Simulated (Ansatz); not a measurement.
A series of calculations on C₃H₈OSi

**1. Relaxation**

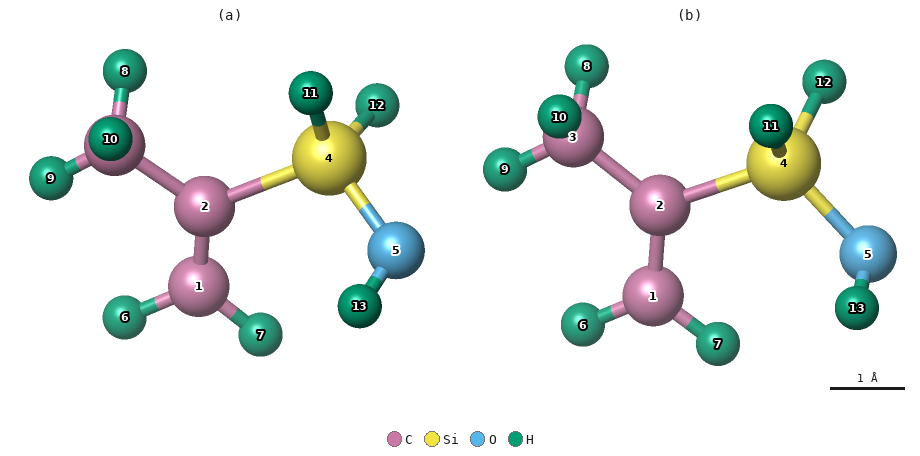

The structure of C$_{3}$H$_{8}$OSi before (left) and after (right) a relaxation, at one scale.

The picture is a ball-and-stick view, seen at a tilt.

The run prepares an end point of a later path (torsion) calculation, from a guessed geometry.

Computed with Ansatz 0.2.0, RKS PBE/def2-SVP.

Input file:
```yaml
crystal:
  periodic: [false, false, false]
  atoms:
    - { symbol: C, position_ang: [-1.2668, 0.7732, 0.5309] }
    - { symbol: C, position_ang: [-0.4267, -0.0195, -0.0452] }
    - { symbol: C, position_ang: [-0.7556, -0.756, -1.3329] }
    - { symbol: Si, position_ang: [1.3331, -0.3311, 0.6945] }
    - { symbol: O, position_ang: [1.8912, 1.0508, 1.3116] }
    - { symbol: H, position_ang: [-2.291, 1.0046, 0.0702] }
    - { symbol: H, position_ang: [-1.0845, 1.3528, 1.4494] }
    - { symbol: H, position_ang: [-0.6385, -1.8242, -1.1708] }
    - { symbol: H, position_ang: [-1.7227, -0.5098, -1.6515] }
    - { symbol: H, position_ang: [-0.0107, -0.4838, -2.0845] }
    - { symbol: H, position_ang: [2.1639, -0.8267, -0.3381] }
    - { symbol: H, position_ang: [1.1686, -1.3481, 1.7867] }
    - { symbol: H, position_ang: [1.6601, 1.883, 0.7945] }
basis:
  gaussian: { orbitals: def2-SVP }
hamiltonian:
  xc: pbe
relax:
  f_tol: 0.015
  max_steps: 40
```

Command:
```bash
ansatz run input.yaml --threads 2 --pin off --max-ram 3072MiB --backend cpu --events-out ev --progress --plain --runs-dir out
```

What changed between the two?

The energy falls by 12.5 kcal/mol in 14 accepted moves (15 points after the start). The largest force component goes from 3.5 to 0.0083 eV/Å. The line search rejected the trial step at point 10 of the run. H11 moves most after the best rigid fit: 0.59 Å. Largest moves by element: H 0.59 Å, O 0.50 Å, C 0.25 Å, Si 0.12 Å. Some distances before and after: Si4–H11 1.415 → 1.513 Å, Si4–O5 1.613 → 1.687 Å, C3–H9 1.048 → 1.110 Å, C1–C2 1.291 → 1.351 Å. Bond angles that change, for instance: C2–C1–H7 126.0° → 121.3°, H6–C1–H7 112.1° → 116.8°, O5–Si4–H12 109.9° → 105.3°. Groups turn about Si4–O5 by about 30°, C2–Si4 by about 30°. The run took 38 s on 2 threads of Arm Neoverse V1, on a shared host, peak memory 0.15 GiB.

**2. Relaxation**

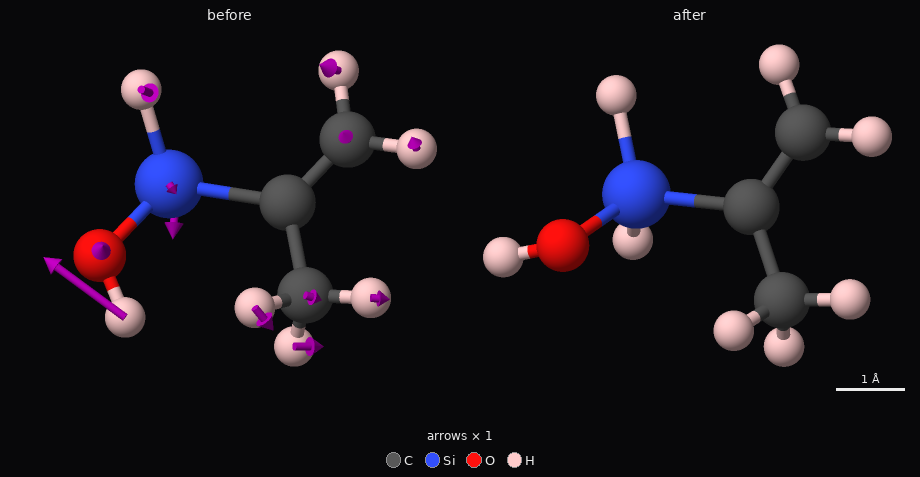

The structure of C$_{3}$H$_{8}$OSi before (left) and after (right) a relaxation, at one scale. The purple arrows give the displacements, at their true length.

Style: ball-and-stick. Shown at a tilt.

The run prepares an end point of a later path (torsion) calculation, from a guessed geometry.

Level of theory: RKS PBE/def2-SVP (Ansatz 0.2.0). (no spin polarisation; force threshold 0.015 eV/Å; at most 40 steps)

What changed between the two?

The largest move after the best rigid fit is that of an H atom, 1.51 Å. Largest moves by element: H 1.51 Å, O 0.46 Å, C 0.30 Å, Si 0.19 Å. Some distances before and after: H–Si 1.415 → 1.514 Å, O–Si 1.613 → 1.689 Å, C–H 1.048 → 1.109 Å, C–C 1.291 → 1.352 Å. Among the angles between lasting bonds that change: H–C–H 112.1° → 116.4°, C–C–H 126.0° → 122.0°, H–C–H 112.1° → 108.1°. Groups turn about O–Si by about 130°, C–Si by about 30°. After 25 accepted moves (35 points after the start) the energy has fallen by 13.2 kcal/mol. The largest force component goes from 3.6 to 0.01 eV/Å. The line search rejected the trial steps at points 7, 10, 11, 14, 17, 20, 26, 28 and more of the run. The forces were under the threshold at step 31, but the run went on from there. Cost: 82 s on 2 threads of Arm Neoverse V1, with other jobs on the host, peak memory 0.15 GiB.

**3. Path**

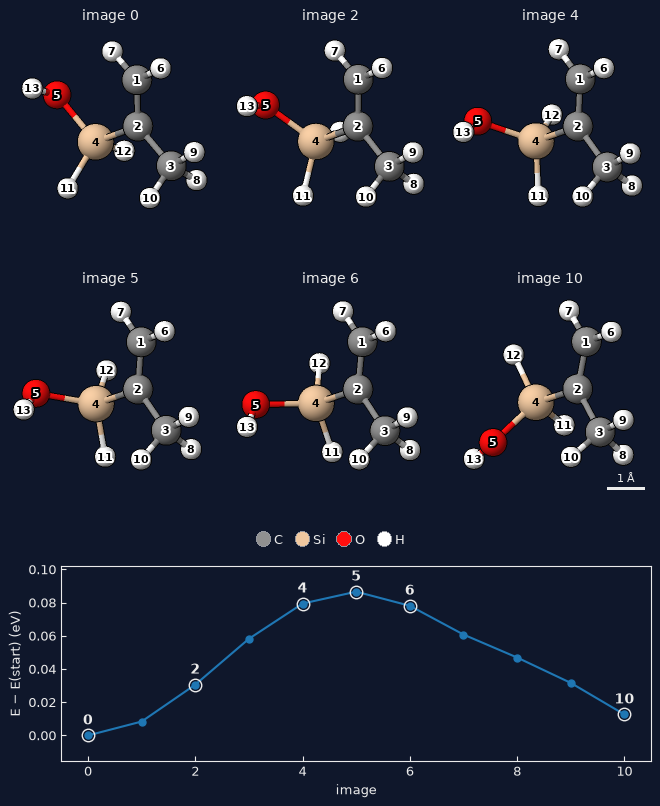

NEB run on C₃H₈OSi. Images are numbered from 0 (start) to 10 (end). A ball-and-stick model, seen from a free direction.

Theory: Ansatz 0.2.0, RKS PBE/def2-SVP. Settings: 9 movable images; climbing image; force threshold 0.05 eV/Å; iteration limit 60; starting path through a guess of the saddle point.

Describe the mechanism and the energy profile.

The motion is a rotation about the C2–Si4 bond by about 120°, with a turn of about 95° about Si4–O5. No bond forms or breaks between the ends. The energy climbs by 0.087 eV to image 5 and then falls by 0.074 eV, so the end point sits at +0.013 eV. The band is converged.

Cost: 5.4 min on 2 threads of Arm Neoverse V1, on a shared host, peak memory 0.15 GiB.
